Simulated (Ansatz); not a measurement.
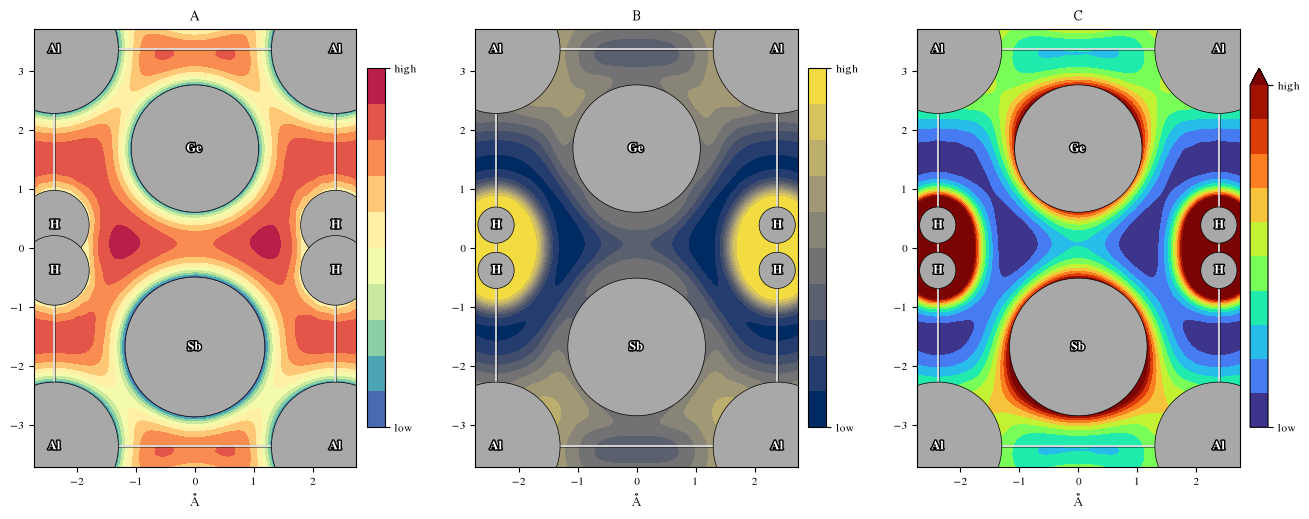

AlGeSbH$_{2}$: 3 fields on the (100) plane of the conventional cell, with unlabelled colour scales. Grey discs cover the atomic cores.

Space group I-4m2; a structure from a database of computed crystals, not necessarily the ambient phase; a generated structure, not necessarily the stable one.

The calculation used DFT PBE, scalar-relativistic, plane waves, PAW (Ansatz).

Q: The panels show electron localisation function, electrostatic potential energy of an electron and valence pseudo-density in some order. Assign them.

A: Panel A: electrostatic potential energy of an electron (low next to the atoms, rising into the space between them). Panel B: electron localisation function. Panel C: valence pseudo-density. From the grid: Al–Ge (2.92 Å): ρ at the midpoint is about 0.21 e/Å³; the ELF is about 0.60 at the midpoint.
